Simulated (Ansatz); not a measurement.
What a tighter setting buys: basis.ecutwfc, Cd₃Ag (I4/mmm, 4 atoms in the cell)

```yaml
crystal:
  lattice:
    - [-2.08265, 2.08265, 4.63899]
    - [2.08265, -2.08265, 4.63899]
    - [2.08265, 2.08265, -4.63899]
  atoms:
    - { symbol: Cd, position: [0.50000, 0.50000, 0.00000] }
    - { symbol: Cd, position: [0.75000, 0.25000, 0.50000] }
    - { symbol: Cd, position: [0.25000, 0.75000, 0.50000] }
    - { symbol: Ag, position: [0.00000, 0.00000, 0.00000] }
```

Method of the run: PBE (plane waves, PAW; Ansatz, a first-principles code).

Base settings: basis.ecutwfc = 30.9 Ry; kpoints.mp_grid.grid = 9 9 9; hamiltonian.xc = pbe; hamiltonian.pseudopotentials = {kind: paw} (the program's default PAW files); scf.occupations.method = gaussian; scf.occupations.width = 0.01 Ry.

Misses are taken against the tightest run, 61.7 Ry, which need not be fully converged itself. The energy is the free energy per atom.

The count of work is k-points × plane waves × bands × iterations; it is no time, and leaves out set-up, grids and terms that scale otherwise. 

Ansatz's pressure holds its estimate of the finite-basis (Pulay) stress, which hides part of the cutoff error; the uncorrected pressure shows it.

The starting cell was generated: these elements placed on a structure prototype, without a prior relaxation; it need not be a known phase or ordering of this composition. Ansatz's pressure includes its estimate of the finite-basis (Pulay) stress.

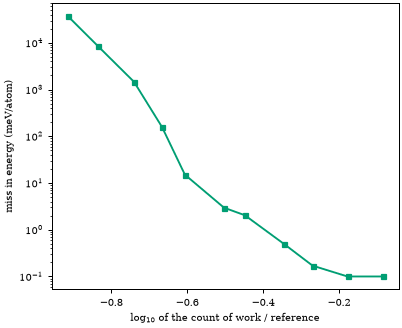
Figure: Miss against the count of work; the reference run is not drawn, and misses under 0.1 meV/atom are drawn there.

```tsv
basis.ecutwfc	energy less reference (meV/atom)	pressure less reference (GPa)	uncorrected pressure less reference (GPa)	count of work / reference
12.5 Ry	37562.92	-20.31	-1210.25	0.12
15.4 Ry	8413.76	12.62	-368.76	0.15
18.4 Ry	1458.95	0.13	-88.05	0.18
21.7 Ry	158.06	-0.27	-13.72	0.22
24.6 Ry	15.11	0.00	-1.66	0.25
27.9 Ry	2.96	0.01	-0.04	0.31
30.9 Ry	2.05	0.00	-0.07	0.36
35.6 Ry	0.49	0.00	-0.03	0.45
40.1 Ry	0.17	0.00	0.00	0.54
46.3 Ry	0.08	0.00	0.00	0.66
54 Ry	0.04	0.00	0.00	0.82
61.7 Ry	0.00	0.00	0.00	1.0
```

Coarsest setting among those run that, with all tighter ones, holds the energy within 10 meV/atom of the reference: 27.9 Ry, off by 3.0 meV/atom; it needs 0.31 of the reference's count of work.

The step from 12.5 Ry to 27.9 Ry: it takes the miss in the energy from 38000 to 3.0 meV/atom, for 2.6 times the count of work.

Keys are those of Ansatz 0.2.
